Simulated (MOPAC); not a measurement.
**Run report: SnPN2H7 (charge +1), geometry relaxation (part 4 of 4)**

The same run, continued: SnPN2H7, charge +1, multiplicity 2; PM6, unrestricted (MOPAC 23.2.5). The starting geometry was optimised with PM6.

Geometry of the input (Å):
```
N  -1.2110  1.1813  0.7655
P  -0.8012  -0.5404  0.4153
N  0.5864  -0.9585  1.4900
Sn 0.3041  -0.3619  -1.8006
H  -0.4285  1.8077  0.9518
H  -1.8855  1.2954  1.5254
H  0.3026  -1.3075  2.4081
H  1.2833  -0.2295  1.6396
H  -0.8934  0.1576  -2.8933
H  0.8727  -1.9210  -2.1800
H  1.5826  0.7584  -1.7021
```

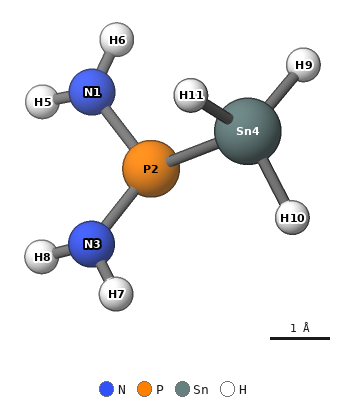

Fig. 1: The geometry at step 68 of the log (ball-and-stick view, seen at a tilt; atoms are numbered from 1 in the order of the input).

Trajectory as extended XYZ, continued
```
11
Properties=species:S:1:pos:R:3:forces:R:3 step=57 energy=7.19509
N    -1.0924    1.2528    0.9116    0.0002  -0.0009   0.0005
P    -0.5791   -0.3332    0.4595   -0.0008   0.0000   0.0005
N     0.6146   -0.8411    1.6003    0.0020  -0.0013   0.0019
Sn    0.2478   -0.4349   -1.8934   -0.0004  -0.0003   0.0005
H    -1.2690    1.4785    1.8987    0.0025   0.0021  -0.0001
H    -1.7400    1.7680    0.3013   -0.0017  -0.0007  -0.0006
H     1.0888   -1.7439    1.4671    0.0003   0.0012  -0.0008
H     0.4948   -0.6397    2.6012   -0.0027  -0.0004  -0.0014
H    -1.1563   -0.0637   -2.7800   -0.0008   0.0012  -0.0002
H     0.7758   -2.0478   -2.0148    0.0011   0.0000   0.0000
H     1.4727    0.7489   -1.9178    0.0003  -0.0008  -0.0002
11
Properties=species:S:1:pos:R:3:forces:R:3 step=58 energy=7.19509
N    -1.0925    1.2527    0.9116    0.0002  -0.0004  -0.0007
P    -0.5790   -0.3332    0.4594   -0.0003   0.0006   0.0000
N     0.6148   -0.8411    1.6004   -0.0025   0.0018  -0.0009
Sn    0.2479   -0.4348   -1.8935   -0.0027  -0.0011  -0.0003
H    -1.2678    1.4788    1.8988    0.0017   0.0023   0.0001
H    -1.7411    1.7675    0.3018   -0.0004  -0.0016   0.0006
H     1.0880   -1.7443    1.4675    0.0021  -0.0005  -0.0001
H     0.4943   -0.6395    2.6011   -0.0008  -0.0015   0.0008
H    -1.1563   -0.0639   -2.7802    0.0005   0.0011   0.0008
H     0.7753   -2.0480   -2.0142    0.0019   0.0004  -0.0006
H     1.4728    0.7490   -1.9184    0.0004  -0.0012   0.0003
11
Properties=species:S:1:pos:R:3:forces:R:3 step=59 energy=7.19508
N    -1.0925    1.2527    0.9116    0.0000  -0.0001  -0.0003
P    -0.5790   -0.3333    0.4594   -0.0005   0.0011   0.0003
N     0.6147   -0.8410    1.6003   -0.0020   0.0015   0.0001
Sn    0.2479   -0.4348   -1.8935   -0.0025  -0.0013  -0.0003
H    -1.2675    1.4790    1.8988    0.0017   0.0015  -0.0001
H    -1.7412    1.7674    0.3019   -0.0005  -0.0013  -0.0002
H     1.0880   -1.7444    1.4676    0.0020  -0.0002  -0.0004
H     0.4943   -0.6393    2.6010   -0.0007  -0.0017   0.0004
H    -1.1563   -0.0638   -2.7802    0.0003   0.0010   0.0006
H     0.7754   -2.0480   -2.0143    0.0017   0.0004  -0.0006
H     1.4729    0.7489   -1.9184    0.0005  -0.0008   0.0003
11
Properties=species:S:1:pos:R:3:forces:R:3 step=60 energy=7.19508
N    -1.0923    1.2524    0.9116   -0.0035   0.0058   0.0006
P    -0.5792   -0.3335    0.4593   -0.0009   0.0014   0.0032
N     0.6146   -0.8407    1.6004    0.0027  -0.0043   0.0083
Sn    0.2477   -0.4349   -1.8935    0.0002  -0.0028   0.0001
H    -1.2670    1.4801    1.8987    0.0050  -0.0048  -0.0031
H    -1.7409    1.7672    0.3019   -0.0021   0.0003  -0.0023
H     1.0897   -1.7431    1.4672   -0.0017   0.0038  -0.0011
H     0.4928   -0.6404    2.6014    0.0005  -0.0018  -0.0044
H    -1.1563   -0.0630   -2.7798   -0.0013   0.0005  -0.0010
H     0.7761   -2.0478   -2.0147   -0.0004   0.0005  -0.0005
H     1.4731    0.7483   -1.9181    0.0015   0.0015   0.0004
11
Properties=species:S:1:pos:R:3:forces:R:3 step=61 energy=7.19507
N    -1.0924    1.2525    0.9113   -0.0016   0.0037  -0.0013
P    -0.5791   -0.3336    0.4594   -0.0001   0.0010   0.0006
N     0.6147   -0.8408    1.6005    0.0009  -0.0021   0.0054
Sn    0.2478   -0.4348   -1.8934   -0.0013  -0.0019   0.0008
H    -1.2661    1.4805    1.8985    0.0037  -0.0030  -0.0012
H    -1.7416    1.7668    0.3018   -0.0019   0.0000  -0.0010
H     1.0894   -1.7435    1.4674   -0.0009   0.0028  -0.0014
H     0.4929   -0.6405    2.6014    0.0005  -0.0017  -0.0016
H    -1.1563   -0.0630   -2.7798   -0.0003   0.0005  -0.0003
H     0.7757   -2.0478   -2.0147    0.0003   0.0002  -0.0006
H     1.4731    0.7485   -1.9183    0.0008   0.0004   0.0006
11
Properties=species:S:1:pos:R:3:forces:R:3 step=62 energy=7.19507
N    -1.0929    1.2523    0.9100    0.0063  -0.0018  -0.0056
P    -0.5790   -0.3340    0.4598    0.0021   0.0007  -0.0039
N     0.6150   -0.8410    1.6011   -0.0055   0.0031  -0.0014
Sn    0.2478   -0.4344   -1.8934   -0.0046  -0.0009   0.0019
H    -1.2605    1.4835    1.8971   -0.0017  -0.0006   0.0023
H    -1.7451    1.7642    0.3016   -0.0018   0.0007   0.0028
H     1.0892   -1.7439    1.4682    0.0006   0.0012  -0.0031
H     0.4914   -0.6420    2.6019    0.0016  -0.0005   0.0057
H    -1.1567   -0.0623   -2.7792    0.0021   0.0006   0.0011
H     0.7745   -2.0478   -2.0151    0.0020  -0.0001  -0.0009
H     1.4733    0.7490   -1.9182   -0.0012  -0.0024   0.0011
11
Properties=species:S:1:pos:R:3:forces:R:3 step=63 energy=7.19506
N    -1.0927    1.2524    0.9103    0.0035  -0.0009  -0.0036
P    -0.5790   -0.3339    0.4597    0.0004   0.0014  -0.0011
N     0.6148   -0.8409    1.6010   -0.0019   0.0004   0.0011
Sn    0.2477   -0.4346   -1.8934   -0.0019  -0.0013   0.0008
H    -1.2623    1.4826    1.8975    0.0003  -0.0011   0.0011
H    -1.7439    1.7650    0.3016   -0.0022   0.0008   0.0012
H     1.0897   -1.7434    1.4678    0.0000   0.0017  -0.0025
H     0.4918   -0.6418    2.6019    0.0006  -0.0005   0.0027
H    -1.1566   -0.0622   -2.7793    0.0009   0.0004   0.0003
H     0.7752   -2.0477   -2.0154    0.0007   0.0000  -0.0005
H     1.4733    0.7487   -1.9178   -0.0004  -0.0009   0.0006
11
Properties=species:S:1:pos:R:3:forces:R:3 step=65 energy=7.19505
N    -1.0925    1.2523    0.9100    0.0025   0.0018   0.0002
P    -0.5789   -0.3340    0.4596   -0.0011   0.0008   0.0009
N     0.6146   -0.8404    1.6015   -0.0004  -0.0029   0.0015
Sn    0.2476   -0.4347   -1.8934    0.0019  -0.0007   0.0001
H    -1.2612    1.4827    1.8973    0.0001  -0.0009  -0.0010
H    -1.7441    1.7649    0.3017   -0.0026   0.0005   0.0004
H     1.0912   -1.7419    1.4672    0.0007   0.0014  -0.0012
H     0.4902   -0.6434    2.6027    0.0001   0.0003  -0.0003
H    -1.1566   -0.0613   -2.7791    0.0003   0.0000  -0.0003
H     0.7757   -2.0475   -2.0166   -0.0010  -0.0004   0.0001
H     1.4735    0.7482   -1.9168   -0.0004   0.0002  -0.0002
11
Properties=species:S:1:pos:R:3:forces:R:3 step=66 energy=7.19505
N    -1.0925    1.2522    0.9097    0.0027   0.0021   0.0005
P    -0.5788   -0.3340    0.4597   -0.0010   0.0005   0.0004
N     0.6146   -0.8403    1.6017   -0.0011  -0.0024   0.0008
Sn    0.2475   -0.4347   -1.8934    0.0019  -0.0005   0.0001
H    -1.2604    1.4831    1.8971   -0.0004  -0.0004  -0.0009
H    -1.7445    1.7646    0.3017   -0.0026   0.0002   0.0008
H     1.0918   -1.7414    1.4669    0.0014   0.0008  -0.0008
H     0.4895   -0.6442    2.6030    0.0001   0.0003  -0.0008
H    -1.1566   -0.0611   -2.7790    0.0005  -0.0001  -0.0001
H     0.7757   -2.0474   -2.0169   -0.0011  -0.0006   0.0002
H     1.4735    0.7481   -1.9168   -0.0004   0.0002  -0.0003
11
Properties=species:S:1:pos:R:3:forces:R:3 step=67 energy=7.19505
N    -1.0925    1.2522    0.9090    0.0037   0.0023   0.0016
P    -0.5786   -0.3342    0.4598   -0.0010   0.0003  -0.0009
N     0.6144   -0.8402    1.6024   -0.0028  -0.0012  -0.0020
Sn    0.2475   -0.4346   -1.8934    0.0012  -0.0001  -0.0001
H    -1.2580    1.4843    1.8965   -0.0018   0.0004  -0.0005
H    -1.7459    1.7636    0.3017   -0.0025  -0.0001   0.0014
H     1.0939   -1.7397    1.4660    0.0024  -0.0009   0.0007
H     0.4871   -0.6469    2.6040    0.0010   0.0007  -0.0007
H    -1.1569   -0.0605   -2.7785    0.0012  -0.0004   0.0003
H     0.7753   -2.0474   -2.0176   -0.0010  -0.0011   0.0005
H     1.4736    0.7480   -1.9169   -0.0004   0.0001  -0.0001
11
Properties=species:S:1:pos:R:3:forces:R:3 step=68 energy=7.19505
N    -1.0925    1.2523    0.9094    0.0031   0.0018   0.0007
P    -0.5787   -0.3341    0.4597   -0.0008   0.0003  -0.0005
N     0.6144   -0.8403    1.6021   -0.0021  -0.0013  -0.0013
Sn    0.2475   -0.4347   -1.8934    0.0009  -0.0003   0.0002
H    -1.2592    1.4837    1.8968   -0.0009   0.0003  -0.0002
H    -1.7453    1.7641    0.3017   -0.0025   0.0000   0.0012
H     1.0930   -1.7405    1.4663    0.0021  -0.0003  -0.0001
H     0.4883   -0.6457    2.6035    0.0003   0.0004  -0.0002
H    -1.1568   -0.0609   -2.7787    0.0009  -0.0002   0.0001
H     0.7754   -2.0475   -2.0172   -0.0008  -0.0009   0.0003
H     1.4735    0.7481   -1.9170   -0.0002   0.0001  -0.0001
11
Properties=species:S:1:pos:R:3:forces:R:3 step=69 energy=7.19505
N    -1.0925    1.2524    0.9095    0.0025   0.0014  -0.0003
P    -0.5787   -0.3340    0.4597   -0.0008   0.0000  -0.0004
N     0.6144   -0.8404    1.6020   -0.0018  -0.0004  -0.0009
Sn    0.2476   -0.4347   -1.8934    0.0002  -0.0003   0.0001
H    -1.2592    1.4837    1.8969   -0.0009   0.0002   0.0002
H    -1.7456    1.7640    0.3020   -0.0018   0.0001   0.0011
H     1.0932   -1.7403    1.4662    0.0015  -0.0007  -0.0003
H     0.4880   -0.6459    2.6035    0.0007   0.0004   0.0000
H    -1.1568   -0.0610   -2.7787    0.0010  -0.0002   0.0000
H     0.7753   -2.0476   -2.0170   -0.0005  -0.0007   0.0003
H     1.4735    0.7481   -1.9173    0.0000   0.0000   0.0001
11
Properties=species:S:1:pos:R:3:forces:R:3 step=70 energy=7.19505
N    -1.0922    1.2531    0.9103   -0.0021  -0.0007  -0.0045
P    -0.5791   -0.3335    0.4594    0.0016  -0.0003   0.0008
N     0.6140   -0.8408    1.6012   -0.0005   0.0021   0.0012
Sn    0.2480   -0.4349   -1.8934   -0.0043   0.0004  -0.0002
H    -1.2604    1.4830    1.8979    0.0018  -0.0008   0.0021
H    -1.7470    1.7638    0.3036    0.0008   0.0000   0.0005
H     1.0933   -1.7406    1.4657   -0.0013   0.0006  -0.0028
H     0.4892   -0.6449    2.6024    0.0007  -0.0007   0.0030
H    -1.1566   -0.0621   -2.7787    0.0008  -0.0001  -0.0007
H     0.7748   -2.0482   -2.0156    0.0012   0.0006   0.0000
H     1.4731    0.7487   -1.9181    0.0012  -0.0012   0.0006
11
Properties=species:S:1:pos:R:3:forces:R:3 step=71 energy=7.19504
N    -1.0923    1.2528    0.9098    0.0011   0.0013  -0.0011
P    -0.5789   -0.3337    0.4596    0.0005  -0.0006   0.0004
N     0.6140   -0.8406    1.6017   -0.0014  -0.0005  -0.0004
Sn    0.2478   -0.4348   -1.8934   -0.0015   0.0003   0.0000
H    -1.2593    1.4834    1.8974    0.0001  -0.0002   0.0007
H    -1.7469    1.7636    0.3030   -0.0011  -0.0001   0.0004
H     1.0936   -1.7401    1.4656    0.0002   0.0006  -0.0011
H     0.4884   -0.6457    2.6031    0.0007   0.0002   0.0010
H    -1.1566   -0.0614   -2.7787    0.0008  -0.0003  -0.0004
H     0.7751   -2.0479   -2.0164    0.0001   0.0000   0.0002
H     1.4733    0.7484   -1.9175    0.0006  -0.0007   0.0002
11
Properties=species:S:1:pos:R:3:forces:R:3 step=72 energy=7.19504
N    -1.0921    1.2530    0.9096    0.0004   0.0000   0.0002
P    -0.5789   -0.3337    0.4596   -0.0005   0.0005   0.0001
N     0.6138   -0.8406    1.6018    0.0004  -0.0007  -0.0007
Sn    0.2478   -0.4348   -1.8934   -0.0010   0.0005   0.0001
H    -1.2588    1.4836    1.8973    0.0003   0.0003   0.0001
H    -1.7475    1.7632    0.3033   -0.0008   0.0002   0.0002
H     1.0942   -1.7396    1.4653    0.0002   0.0004  -0.0004
H     0.4882   -0.6461    2.6032    0.0000   0.0000   0.0006
H    -1.1566   -0.0612   -2.7786    0.0008  -0.0005  -0.0005
H     0.7752   -2.0479   -2.0165   -0.0002  -0.0001   0.0001
H     1.4734    0.7483   -1.9174    0.0005  -0.0006   0.0002
11
Properties=species:S:1:pos:R:3:forces:R:3 step=73 energy=7.19504
N    -1.0920    1.2531    0.9095   -0.0003  -0.0004   0.0006
P    -0.5789   -0.3337    0.4595   -0.0007   0.0008   0.0000
N     0.6136   -0.8406    1.6019    0.0006  -0.0004  -0.0001
Sn    0.2478   -0.4349   -1.8934   -0.0011   0.0004  -0.0001
H    -1.2574    1.4839    1.8974    0.0000   0.0008   0.0000
H    -1.7489    1.7625    0.3040   -0.0002   0.0000   0.0002
H     1.0950   -1.7389    1.4648    0.0003   0.0001   0.0000
H     0.4876   -0.6468    2.6035    0.0002  -0.0003  -0.0006
H    -1.1565   -0.0610   -2.7787    0.0008  -0.0007  -0.0004
H     0.7751   -2.0479   -2.0166   -0.0004   0.0001   0.0002
H     1.4734    0.7482   -1.9173    0.0007  -0.0005   0.0002
11
Properties=species:S:1:pos:R:3:forces:R:3 step=75 energy=7.19504
N    -1.0916    1.2538    0.9091   -0.0029  -0.0006   0.0003
P    -0.5793   -0.3337    0.4594   -0.0007   0.0011  -0.0001
N     0.6126   -0.8405    1.6020    0.0022   0.0015   0.0010
Sn    0.2480   -0.4350   -1.8934   -0.0023   0.0004  -0.0002
H    -1.2515    1.4860    1.8976   -0.0001  -0.0002   0.0004
H    -1.7549    1.7595    0.3073    0.0016   0.0006  -0.0008
H     1.0985   -1.7361    1.4629   -0.0008  -0.0008  -0.0002
H     0.4849   -0.6496    2.6039    0.0011  -0.0010  -0.0005
H    -1.1559   -0.0608   -2.7791    0.0007  -0.0004  -0.0003
H     0.7746   -2.0484   -2.0163    0.0002  -0.0001   0.0002
H     1.4740    0.7477   -1.9170    0.0010  -0.0005   0.0002
11
Properties=species:S:1:pos:R:3:forces:R:3 step=76 energy=7.19503
N    -1.0919    1.2533    0.9094    0.0001   0.0010   0.0005
P    -0.5790   -0.3337    0.4595   -0.0001  -0.0001   0.0005
N     0.6133   -0.8406    1.6019   -0.0004  -0.0002   0.0000
Sn    0.2479   -0.4349   -1.8934   -0.0014   0.0002  -0.0003
H    -1.2557    1.4845    1.8975    0.0002   0.0006   0.0003
H    -1.7507    1.7617    0.3051   -0.0008  -0.0002  -0.0002
H     1.0960   -1.7381    1.4642    0.0006   0.0002  -0.0005
H     0.4867   -0.6476    2.6035    0.0004  -0.0006  -0.0004
H    -1.1563   -0.0610   -2.7789    0.0007  -0.0005  -0.0003
H     0.7749   -2.0481   -2.0164   -0.0001   0.0000   0.0002
H     1.4736    0.7480   -1.9172    0.0008  -0.0005   0.0002
11
Properties=species:S:1:pos:R:3:forces:R:3 step=77 energy=7.19503
N    -1.0918    1.2535    0.9092   -0.0013  -0.0001   0.0003
P    -0.5791   -0.3337    0.4595   -0.0005   0.0006   0.0002
N     0.6131   -0.8406    1.6019    0.0009   0.0006   0.0002
Sn    0.2479   -0.4350   -1.8934   -0.0015   0.0002  -0.0001
H    -1.2542    1.4852    1.8974    0.0000   0.0000   0.0003
H    -1.7521    1.7609    0.3058    0.0005   0.0005  -0.0004
H     1.0970   -1.7373    1.4636   -0.0002  -0.0005  -0.0003
H     0.4861   -0.6485    2.6037    0.0006  -0.0006  -0.0002
H    -1.1561   -0.0610   -2.7790    0.0007  -0.0004  -0.0003
H     0.7748   -2.0482   -2.0164    0.0000   0.0000   0.0002
H     1.4738    0.7479   -1.9171    0.0008  -0.0004   0.0001
11
Properties=species:S:1:pos:R:3:forces:R:3 step=78 energy=7.19503
N    -1.0919    1.2535    0.9093   -0.0009   0.0002   0.0002
P    -0.5791   -0.3337    0.4595   -0.0005   0.0005   0.0002
N     0.6132   -0.8406    1.6019    0.0006   0.0003   0.0003
Sn    0.2479   -0.4350   -1.8934   -0.0013   0.0002  -0.0001
H    -1.2548    1.4850    1.8975    0.0002   0.0002   0.0003
H    -1.7516    1.7612    0.3055    0.0001   0.0002  -0.0002
H     1.0967   -1.7376    1.4638    0.0000  -0.0002  -0.0003
H     0.4863   -0.6482    2.6036    0.0005  -0.0006  -0.0003
H    -1.1562   -0.0610   -2.7790    0.0006  -0.0003  -0.0003
H     0.7749   -2.0481   -2.0164   -0.0001   0.0000   0.0002
H     1.4738    0.7479   -1.9171    0.0007  -0.0004   0.0001
11
Properties=species:S:1:pos:R:3:forces:R:3 step=79 energy=7.19503
N    -1.0919    1.2535    0.9094   -0.0008   0.0002  -0.0002
P    -0.5791   -0.3336    0.4595   -0.0004   0.0003   0.0002
N     0.6132   -0.8406    1.6018    0.0003   0.0002   0.0003
Sn    0.2479   -0.4350   -1.8934   -0.0010   0.0000  -0.0001
H    -1.2551    1.4849    1.8975    0.0004   0.0002   0.0003
H    -1.7514    1.7613    0.3054   -0.0001   0.0002   0.0000
H     1.0967   -1.7376    1.4637    0.0000  -0.0001  -0.0003
H     0.4864   -0.6483    2.6036    0.0006  -0.0004  -0.0003
H    -1.1561   -0.0612   -2.7791    0.0005  -0.0002  -0.0002
H     0.7749   -2.0481   -2.0163   -0.0001   0.0000   0.0002
H     1.4738    0.7478   -1.9171    0.0006  -0.0004   0.0001
```

Key numbers

| quantity | value |
| --- | --- |
| outcome | converged |
| total energy | −24.418734 hartree |
| dispersion energy | 0.000000 hartree |
| heat of formation | 165.92 kcal/mol |
| basis functions | 28 |
| largest force | 0.001 eV/Å |
| ⟨S²⟩ | 0.762 |
| hardware | 1 thread of Intel Xeon (Sapphire Rapids), 64 GiB of memory available, shared host |
| peak memory | 0.092 GiB |

Remarks

MOPAC's energies along a path are heats of formation.
